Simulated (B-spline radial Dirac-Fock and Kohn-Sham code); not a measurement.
# Inner shells of I⁻

Wanted for I⁻: its photoionisation cross sections and the widths and yields of its core holes.

Method: a free atom or ion on a radial basis; each step names its model; computed with B-spline radial Dirac-Fock and Kohn-Sham code, version 2.

### 1 The system

The I⁻ ion, [Kr] 4d10 5s2 5p6, inside a Watson sphere of charge +1 and radius 2.2 Å (a model of the Madelung potential; inside it an electron's potential energy is lowered by 6.5 eV).

```
nuclear charge     : 53
electrons          : 54
mass number        : 127
nuclear rms radius : 4.75 fm
```

### 2 Photoionisation

Model: independent-particle photoionisation: Dirac-Hartree-Slater potential of the initial state with a Latter tail for bound and continuum orbitals, all multipoles in the length form, thresholds from Dirac-Fock Delta-SCF.

The run's settings:

```ini
task = photo
Z = 53
charge = -1
configuration = 1s2 2s2 2p6 3s2 3p6 3d10 4s2 4p6 4d10 5s2 5p6
mass_number = 127
rms_radius = 4.75  # fm
photon_energy = [80, 300, 370.0, 509.0, 800, 1000, 1240.0, 4800.0, 9251.7, 16900.0, 17479.3, 22162.9, 23100.0, 23600.0, 70900.0, 200000]  # eV
watson_charge = 1  # e
watson_radius = 2.2  # A
```

The program writes no log. Results of the run, from its result record (rounded, main fields):

```text
{
  "status": "converged",
  "shells": ["K", "L1", "L2", "L3", "M1", "M2", "M3", "M4", "M5", "N1", "N2", "N3", "N4", "N5", "O1", "O2", "O3"],
  "occupation": [2.0, 2.0, 2.0, 4.0, 2.0, 2.0, 4.0, 4.0, 6.0, 2.0, 2.0, 4.0, 4.0, 6.0, 2.0, 2.0, 4.0],
  "threshold [eV]": [33173.5, 5200.34, 4858.49, 4563.63, 1081.21, 939.9, 883.19, 636.703, 625.21, 201.734, 150.66, 139.661, 55.8733, 54.1744, 21.4001, 9.33442, 8.37845],
  "sigma [Mb]": [
    ["K", "-", "-", "-", "-", "-", "-", "-", "-", "-", "-", "-", "-", "-", "-", 0.000818, 4.33e-05],
    ["L1", "-", "-", "-", "-", "-", "-", "-", "-", 0.00885, 0.00254, 0.00236, 0.00138, 0.00125, 0.00119, 7.62e-05, 4.46e-06],
    ["L2", "-", "-", "-", "-", "-", "-", "-", "-", 0.00911, 0.00153, 0.00138, 0.00066, 0.00058, 0.000542, 1.51e-05, 5e-07],
    ["L3", "-", "-", "-", "-", "-", "-", "-", 0.0977, 0.0154, 0.00244, 0.0022, 0.00103, 0.000897, 0.000837, 2.04e-05, 5.76e-07],
    ["M1", "-", "-", "-", "-", "-", "-", 0.0654, 0.00687, 0.00186, 0.000504, 0.000467, 0.00027, 0.000245, 0.000233, 1.49e-05, 8.78e-07],
    ["M2", "-", "-", "-", "-", "-", 0.113, 0.0903, 0.00733, 0.00143, 0.000267, 0.000242, 0.00012, 0.000106, 9.92e-05, 3.05e-06, 1.05e-07],
    ["M3", "-", "-", "-", "-", "-", 0.262, 0.197, 0.0134, 0.00245, 0.000433, 0.000391, 0.000189, 0.000166, 0.000155, 4.17e-06, 1.23e-07],
    ["M4", "-", "-", "-", "-", 0.858, 0.519, 0.305, 0.00491, 0.00047, 4.65e-05, 4.07e-05, 1.58e-05, 1.33e-05, 1.22e-05, 1.3e-07, 1.93e-09],
    ["M5", "-", "-", "-", "-", 1.27, 0.76, 0.443, 0.00687, 0.000643, 6.19e-05, 5.41e-05, 2.07e-05, 1.75e-05, 1.6e-05, 1.57e-07, 2.18e-09],
    ["N1", "-", 0.135, 0.109, 0.0729, 0.0375, 0.0263, 0.0183, 0.00154, 0.000404, 0.000109, 0.000101, 5.81e-05, 5.27e-05, 5.01e-05, 3.2e-06, 1.89e-07],
    ["N2", "-", 0.106, 0.0941, 0.0716, 0.0412, 0.0298, 0.021, 0.00141, 0.000276, 5.22e-05, 4.74e-05, 2.36e-05, 2.08e-05, 1.96e-05, 6.13e-07, 2.13e-08],
    ["N3", "-", 0.276, 0.233, 0.165, 0.0885, 0.0621, 0.0429, 0.00254, 0.00047, 8.42e-05, 7.61e-05, 3.7e-05, 3.25e-05, 3.05e-05, 8.33e-07, 2.47e-08],
    ["N4", 16.8, 0.331, 0.296, 0.206, 0.0946, 0.0592, 0.036, 0.000747, 7.72e-05, 7.88e-06, 6.91e-06, 2.73e-06, 2.32e-06, 2.13e-06, 2.31e-08, 3.49e-10],
    ["N5", 21.1, 0.508, 0.447, 0.307, 0.138, 0.0861, 0.052, 0.00104, 0.000105, 1.04e-05, 9.15e-06, 3.57e-06, 3.03e-06, 2.78e-06, 2.79e-08, 3.93e-10],
    ["O1", 0.112, 0.0241, 0.0177, 0.0112, 0.00536, 0.0037, 0.00253, 0.000208, 5.46e-05, 1.47e-05, 1.36e-05, 7.84e-06, 7.12e-06, 6.77e-06, 4.32e-07, 2.56e-08],
    ["O2", 0.0603, 0.0137, 0.0107, 0.00759, 0.00404, 0.00287, 0.00199, 0.000131, 2.58e-05, 4.89e-06, 4.44e-06, 2.21e-06, 1.96e-06, 1.84e-06, 5.77e-08, 2.01e-09],
    ["O3", 0.12, 0.0307, 0.0234, 0.0159, 0.00804, 0.0056, 0.0038, 0.000223, 4.16e-05, 7.46e-06, 6.75e-06, 3.28e-06, 2.89e-06, 2.7e-06, 7.42e-08, 2.21e-09]
  ],
  "beta_dipole": [
    ["K", "-", "-", "-", "-", "-", "-", "-", "-", "-", "-", "-", "-", "-", "-", 1.98, 1.85],
    ["L1", "-", "-", "-", "-", "-", "-", "-", "-", 1.99, 1.99, 1.99, 1.99, 1.99, 1.99, 1.97, 1.84],
    ["L2", "-", "-", "-", "-", "-", "-", "-", "-", 1.42, 1.23, 1.22, 1.12, 1.11, 1.1, 0.605, 0.161],
    ["L3", "-", "-", "-", "-", "-", "-", "-", 1.11, 1.48, 1.28, 1.27, 1.15, 1.13, 1.12, 0.46, -0.268],
    ["M1", "-", "-", "-", "-", "-", "-", 1.98, 1.99, 1.99, 1.99, 1.99, 1.99, 1.99, 1.99, 1.97, 1.84],
    ["M2", "-", "-", "-", "-", "-", 0.516, 1.26, 1.54, 1.37, 1.16, 1.15, 1.05, 1.03, 1.02, 0.573, 0.152],
    ["M3", "-", "-", "-", "-", "-", 0.805, 1.31, 1.6, 1.43, 1.2, 1.18, 1.07, 1.05, 1.04, 0.417, -0.282],
    ["M4", "-", "-", "-", "-", 0.522, 0.88, 1.08, 1.09, 0.833, 0.589, 0.576, 0.481, 0.464, 0.455, -0.0119, -0.578],
    ["M5", "-", "-", "-", "-", 0.591, 0.926, 1.1, 1.03, 0.782, 0.555, 0.543, 0.457, 0.442, 0.433, 0.00629, -0.585],
    ["N1", "-", 1.96, 1.97, 1.98, 1.98, 1.98, 1.99, 1.99, 1.99, 1.99, 1.99, 1.99, 1.99, 1.99, 1.97, 1.83],
    ["N2", "-", 0.676, 1.05, 1.38, 1.61, 1.66, 1.68, 1.54, 1.36, 1.14, 1.13, 1.04, 1.02, 1.01, 0.566, 0.15],
    ["N3", "-", 0.759, 1.07, 1.37, 1.6, 1.66, 1.69, 1.6, 1.42, 1.18, 1.16, 1.05, 1.03, 1.02, 0.408, -0.284],
    ["N4", 0.579, 0.526, 0.801, 1.07, 1.28, 1.33, 1.35, 1.06, 0.807, 0.571, 0.558, 0.471, 0.455, 0.447, -0.0108, -0.579],
    ["N5", 0.686, 0.627, 0.88, 1.12, 1.3, 1.33, 1.34, 1.01, 0.756, 0.537, 0.526, 0.449, 0.435, 0.427, 0.00802, -0.587],
    ["O1", 1.92, 1.97, 1.98, 1.98, 1.98, 1.98, 1.99, 1.99, 1.99, 1.99, 1.99, 1.99, 1.99, 1.99, 1.97, 1.83],
    ["O2", 0.0599, 1.23, 1.38, 1.55, 1.67, 1.7, 1.71, 1.54, 1.35, 1.14, 1.13, 1.03, 1.02, 1.01, 0.565, 0.149],
    ["O3", -0.156, 1.22, 1.36, 1.52, 1.66, 1.7, 1.72, 1.6, 1.41, 1.18, 1.16, 1.05, 1.03, 1.02, 0.407, -0.285]
  ]
}
```

Rows start with the subshell; columns follow the photon energies; blanks lie below or just at threshold.

Summed over subshells:

| hν (eV) | total (kb) | K (%) | L (%) | M (%) | N (%) | O (%) |
| --- | --- | --- | --- | --- | --- | --- |
| 80.000 | 38200 | - | - | - | 99.2 | 0.8 |
| 300.00 | 1420 | - | - | - | 95.2 | 4.8 |
| 370.00 | 1230 | - | - | - | 95.8 | 4.2 |
| 509.00 | 857 | - | - | - | 96.0 | 4.0 |
| 800.00 | 2540 | - | - | 83.6 | 15.7 | 0.7 |
| 1000.0 | 1930 | - | - | 85.7 | 13.7 | 0.6 |
| 1240.0 | 1280 | - | - | 86.0 | 13.3 | 0.7 |
| 4800.0 | 145 | - | 67.4 | 27.2 | 5.0 | 0.4 |
| 9251.7 | 41.7 | - | 80.1 | 16.4 | 3.2 | 0.3 |
| 16900 | 8.11 | - | 80.3 | 16.2 | 3.2 | 0.3 |
| 17479 | 7.39 | - | 80.3 | 16.2 | 3.2 | 0.3 |
| 22163 | 3.82 | - | 80.3 | 16.1 | 3.3 | 0.3 |
| 23100 | 3.40 | - | 80.3 | 16.1 | 3.3 | 0.4 |
| 23600 | 3.20 | - | 80.3 | 16.1 | 3.3 | 0.4 |
| 70900 | 0.958 | 85.4 | 11.7 | 2.3 | 0.5 | 0.1 |
| 200000 | 0.0502 | 86.2 | 11.0 | 2.2 | 0.5 | 0.1 |

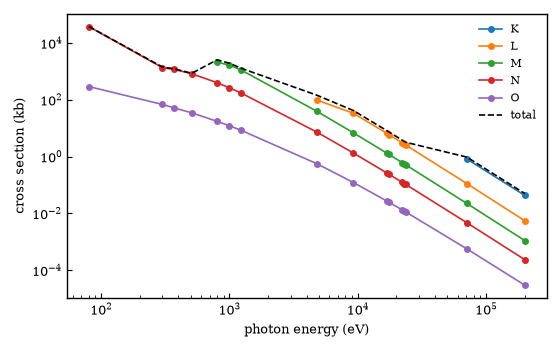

Photoionisation by shell at the energies asked; lines only join the points and miss the jumps at edges.

### 3 Widths and yields

Model: independent-particle rates: relativistic LDA orbitals of the hole state, multipoles to L = 3 (length form), Coulomb Auger matrix elements with a Latter-tail continuum; energies from Dirac-Fock.

The run's settings:

```ini
task = decay
holes = ["K", "L1", "L2", "L3", "M1", "M2", "M3", "M4", "M5", "N1", "N2", "N3", "N4", "N5"]
```

The program writes no log. Results of the run, from its result record (rounded, main fields):

```text
{
  "status": "converged",
  "K": {
    "width_radiative": 9.1814,
    "width_radiative_velocity": 9.3972,
    "width_nonradiative": 1.2191,
    "coster_kronig": {},
    "radiative": [["L3", 28610.0, 4.9091], ["L2", 28315.0, 2.6433], ["M3", 32290.0, 0.87597], ["M2", 32234.0, 0.45042], ["N3", 33034.0, 0.17381], ["N2", 33023.0, 0.08936]],
    "auger": [["L2L3", 23598.0, 0.32819], ["L3L3", 23895.0, 0.16043], ["L1L3", 23286.0, 0.13504], ["L1L2", 22987.0, 0.099577], ["L1L1", 22637.0, 0.077975], ["L2M3", 27375.0, 0.052921]]
  },
  "L1": {
    "width_radiative": 0.15214,
    "width_radiative_velocity": 0.15206,
    "width_nonradiative": 3.2061,
    "coster_kronig": {"L2": 0.65092, "L3": 1.0951},
    "radiative": [["M3", 4317.1, 0.073736], ["M2", 4260.4, 0.04631], ["N3", 5060.7, 0.016129], ["N2", 5049.7, 0.0098983], ["O3", 5192.0, 0.0016567], ["L3", 636.71, 0.0013588]],
    "auger": [["M4M5", 3891.4, 0.27384], ["L3N5", 563.85, 0.26662], ["L3N1", 412.38, 0.24806], ["L3N4", 561.65, 0.20574], ["L3N3", 475.88, 0.20196], ["M1M5", 3451.9, 0.18829]]
  },
  "L2": {
    "width_radiative": 0.25078,
    "width_radiative_velocity": 0.25583,
    "width_nonradiative": 2.7231,
    "coster_kronig": {"L3": 0.51554},
    "radiative": [["M4", 4221.8, 0.21285], ["N4", 4802.6, 0.030705], ["M1", 3777.3, 0.0056765], ["N1", 4656.8, 0.0012652], ["O1", 4837.1, 0.00018188], ["M3", 3975.3, 8.4623e-05]],
    "auger": [["M4M5", 3549.6, 0.5984], ["M2M3", 2994.7, 0.22573], ["M2M5", 3249.1, 0.2116], ["L3N4", 219.8, 0.19808], ["M3M4", 3295.6, 0.15915], ["L3N2", 121.93, 0.14373]]
  },
  "L3": {
    "width_radiative": 0.23767,
    "width_radiative_velocity": 0.24127,
    "width_nonradiative": 2.4916,
    "coster_kronig": {},
    "radiative": [["M5", 3938.4, 0.18001], ["N5", 4509.5, 0.02542], ["M4", 3926.9, 0.020307], ["M1", 3482.4, 0.0071753], ["N4", 4507.8, 0.0028521], ["N1", 4361.9, 0.0015782]],
    "auger": [["M4M5", 3254.7, 0.54011], ["M5M5", 3267.3, 0.36169], ["M3M5", 3015.1, 0.28184], ["M3M4", 3000.7, 0.18696], ["M3M3", 2756.2, 0.17899], ["M2M3", 2699.8, 0.13009]]
  },
  "M1": {
    "width_radiative": 0.0039492,
    "width_radiative_velocity": 0.0037597,
    "width_nonradiative": 11.462,
    "coster_kronig": {"M2": 2.8849, "M3": 5.9322, "M4": 0.90217, "M5": 1.288},
    "radiative": [["N3", 941.55, 0.0018268], ["N2", 930.55, 0.0013298], ["M3", 198.02, 0.00035221], ["O3", 1072.8, 0.00021176], ["O2", 1071.9, 0.00015606], ["M2", 141.31, 6.1365e-05]],
    "auger": [["M3N3", 38.425, 2.0575], ["M2N5", 68.751, 1.491], ["M3N2", 26.29, 1.3494], ["M3N5", 125.6, 1.2329], ["M2N4", 67.047, 1.0792], ["M3N4", 123.63, 0.84304]]
  },
  "M2": {
    "width_radiative": 0.0039165,
    "width_radiative_velocity": 0.0037203,
    "width_nonradiative": 4.8116,
    "coster_kronig": {"M3": 0.12253, "M4": 3.0512, "M5": 1.1227},
    "radiative": [["N4", 884.03, 0.0022324], ["M4", 303.2, 0.0010188], ["N1", 738.17, 0.00057796], ["O1", 918.5, 8.5921e-05], ["N3", 800.24, 1.2131e-06], ["O3", 931.52, 1.4366e-07]],
    "auger": [["M4N3", 143.0, 0.98117], ["M5N2", 142.83, 0.79415], ["M4N1", 79.632, 0.66945], ["M4N2", 131.68, 0.65719], ["M4N5", 230.52, 0.26572], ["M4N4", 229.28, 0.24514]]
  },
  "M3": {
    "width_radiative": 0.0038508,
    "width_radiative_velocity": 0.0036718,
    "width_nonradiative": 5.599,
    "coster_kronig": {"M4": 1.1279, "M5": 3.9322},
    "radiative": [["N5", 829.02, 0.002164], ["N1", 681.46, 0.00068222], ["M5", 257.98, 0.00058534], ["N4", 827.32, 0.00026152], ["O1", 861.79, 0.0001006], ["M4", 246.49, 5.5728e-05]],
    "auger": [["M5N3", 97.963, 1.4555], ["M5N2", 86.119, 0.74173], ["M5N1", 34.43, 0.73066], ["M4N3", 86.29, 0.64153], ["M5N5", 185.7, 0.45721], ["M5N4", 183.44, 0.26481]]
  },
  "M4": {
    "width_radiative": 0.00025326,
    "width_radiative_velocity": 0.00027135,
    "width_nonradiative": 0.60155,
    "coster_kronig": {},
    "radiative": [["N2", 486.04, 0.00019737], ["N3", 497.04, 3.1472e-05], ["O2", 627.37, 2.0932e-05], ["O3", 628.32, 3.2159e-06], ["N4", 580.83, 1.5364e-07], ["N5", 582.53, 6.374e-08]],
    "auger": [["N4N5", 511.33, 0.19028], ["N3N4", 425.25, 0.12047], ["N4N4", 509.86, 0.092221], ["N1N4", 363.07, 0.068652], ["N2N4", 416.19, 0.054215], ["N4O3", 563.72, 0.011676]]
  },
  "M5": {
    "width_radiative": 0.00021683,
    "width_radiative_velocity": 0.00023205,
    "width_nonradiative": 0.61272,
    "coster_kronig": {},
    "radiative": [["N3", 485.55, 0.0001965], ["O3", 616.83, 2.0076e-05], ["N5", 571.04, 1.6721e-07], ["N4", 569.34, 4.3197e-08], ["N1", 423.48, 3.9302e-08], ["O1", 603.81, 7.5186e-09]],
    "auger": [["N5N5", 501.78, 0.15372], ["N4N5", 499.84, 0.13282], ["N3N5", 416.71, 0.11204], ["N1N5", 353.37, 0.073481], ["N2N5", 404.11, 0.067554], ["N5O3", 553.97, 0.010942]]
  },
  "N1": {
    "width_radiative": 0.00010749,
    "width_radiative_velocity": 8.9997e-05,
    "width_nonradiative": 5.4037,
    "coster_kronig": {"N2": 1.3984, "N3": 2.1803, "N4": 1.0573, "N5": 0.71754},
    "radiative": [["N3", 62.073, 6.3719e-05], ["N2", 51.074, 1.7337e-05], ["O2", 192.4, 1.3701e-05], ["O3", 193.36, 1.2648e-05], ["N5", 147.56, 5.1178e-08], ["N4", 145.86, 3.1916e-08]],
    "auger": [["N3O3", 45.003, 0.85398], ["N3O1", 30.218, 0.71588], ["N4N5", 76.363, 0.68358], ["N2O3", 33.922, 0.66122], ["N3O2", 43.685, 0.61043], ["N2O1", 19.209, 0.45584]]
  },
  "N2": {
    "width_radiative": 0.00027818,
    "width_radiative_velocity": 0.0002255,
    "width_nonradiative": 24.342,
    "coster_kronig": {"N4": 23.292, "N5": 1.0008},
    "radiative": [["N4", 94.787, 0.0002517], ["O1", 129.26, 2.6481e-05], ["O3", 142.28, 4.8125e-09], ["N3", 10.999, 8.2883e-12], ["N5", 96.486, 8.568e-13], ["O2", 141.33, 4.1619e-15]],
    "auger": [["N4N5", 25.29, 18.245], ["N4N4", 23.817, 3.8708], ["N5N5", 27.234, 0.6185], ["N4O3", 77.68, 0.50917], ["N4O1", 63.012, 0.41209], ["N5O2", 78.147, 0.26629]]
  },
  "N3": {
    "width_radiative": 0.00022533,
    "width_radiative_velocity": 0.00017814,
    "width_nonradiative": 51.742,
    "coster_kronig": {"N4": 33.319, "N5": 18.371},
    "radiative": [["N5", 85.487, 0.00017718], ["O1", 118.26, 2.9699e-05], ["N4", 83.788, 1.8442e-05], ["O2", 130.33, 2.9066e-09], ["O3", 131.28, 2.3685e-09]],
    "auger": [["N4N5", 14.29, 31.518], ["N5N5", 16.234, 16.979], ["N4N4", 12.818, 1.4245], ["N5O3", 68.426, 0.60033], ["N5O1", 53.719, 0.43222], ["N5O2", 67.148, 0.35931]]
  },
  "N4": {
    "width_radiative": 5.308e-06,
    "width_radiative_velocity": 5.8171e-06,
    "width_nonradiative": 0.15095,
    "coster_kronig": {},
    "radiative": [["O2", 46.539, 4.5279e-06], ["O3", 47.495, 7.8004e-07], ["O1", 34.473, 2.3609e-11], ["N5", 1.6988, 2.7371e-14]],
    "auger": [["O2O3", 30.445, 0.036526], ["O1O2", 17.368, 0.032409], ["O1O1", 3.1509, 0.032294], ["O1O3", 18.441, 0.022577], ["O2O2", 28.799, 0.018745], ["O3O3", 31.331, 0.0083996]]
  },
  "N5": {
    "width_radiative": 4.6113e-06,
    "width_radiative_velocity": 5.0698e-06,
    "width_nonradiative": 0.16982,
    "coster_kronig": {},
    "radiative": [["O3", 45.796, 4.6113e-06], ["O1", 32.774, 1.9811e-11], ["O2", 44.84, 2.6116e-15]],
    "auger": [["O1O3", 16.742, 0.051861], ["O1O1", 1.4521, 0.033631], ["O3O3", 29.632, 0.031809], ["O1O2", 15.669, 0.029625], ["O2O3", 28.746, 0.019911], ["O2O2", 27.1, 0.0029867]]
  }
}
```

All in eV. For each hole the six strongest lines (shell, energy, width) and Auger groups (final holes, energy, width) are shown.

How each hole decays (widths in eV):

| hole | radiative | Auger | Coster-Kronig | total | yield | lifetime (fs) |
| --- | --- | --- | --- | --- | --- | --- |
| K (1s) | 9.18 | 1.22 | 0 | 10.4 | 0.883 | 0.0633 |
| L1 (2s) | 0.152 | 1.46 | 1.75 | 3.36 | 0.0453 | 0.196 |
| L2 (2p1/2) | 0.251 | 2.21 | 0.516 | 2.97 | 0.0843 | 0.221 |
| L3 (2p3/2) | 0.238 | 2.49 | 0 | 2.73 | 0.0871 | 0.241 |
| M1 (3s) | 0.00395 | 0.455 | 11.0 | 11.5 | 3.44e-04 | 0.0574 |
| M2 (3p1/2) | 0.00392 | 0.515 | 4.30 | 4.82 | 8.13e-04 | 0.137 |
| M3 (3p3/2) | 0.00385 | 0.539 | 5.06 | 5.60 | 6.87e-04 | 0.117 |
| M4 (3d3/2) | 2.53e-04 | 0.602 | 0 | 0.602 | 4.21e-04 | 1.09 |
| M5 (3d5/2) | 2.17e-04 | 0.613 | 0 | 0.613 | 3.54e-04 | 1.07 |
| N1 (4s) | 1.07e-04 | 0.0501 | 5.35 | 5.40 | 1.99e-05 | 0.122 |
| N2 (4p1/2) | 2.78e-04 | 0.0489 | 24.3 | 24.3 | 1.14e-05 | 0.0270 |
| N3 (4p3/2) | 2.25e-04 | 0.0511 | 51.7 | 51.7 | 4.35e-06 | 0.0127 |
| N4 (4d3/2) | 5.31e-06 | 0.151 | 0 | 0.151 | 3.52e-05 | 4.36 |
| N5 (4d5/2) | 4.61e-06 | 0.170 | 0 | 0.170 | 2.72e-05 | 3.88 |

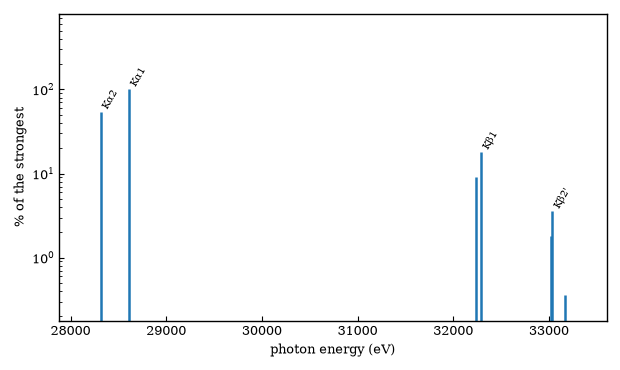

Emission lines that fill the K hole.

### 4 Summary of results

```
                       quantity                         value
             total at 1240.0 eV                       1280 kb
strongest subshell at 1240.0 eV  M5 (3d5/2), 443 kb, β = 1.10
           K hole: width, yield                10.4 eV, 0.883
                   its lifetime                     0.0633 fs
             its strongest line        Kα1 (K-L3), 28609.9 eV
```

What this shows: M5 (3d5/2) leads at 1240.0 eV with 35 % of the total, and the K shell holds 86 % at 200000 eV. Under 200 eV, coupling between channels can change such values by tens of per cent. The K hole lives 0.063 fs and decays mostly by X-ray emission (yield 0.88). Coster-Kronig decay rules L1, M1, M2, M3, N1, N2 and N3, where this model's widths can be far from the measured ones. The Hartree-Fock and Dirac-Fock values hold no electron correlation.
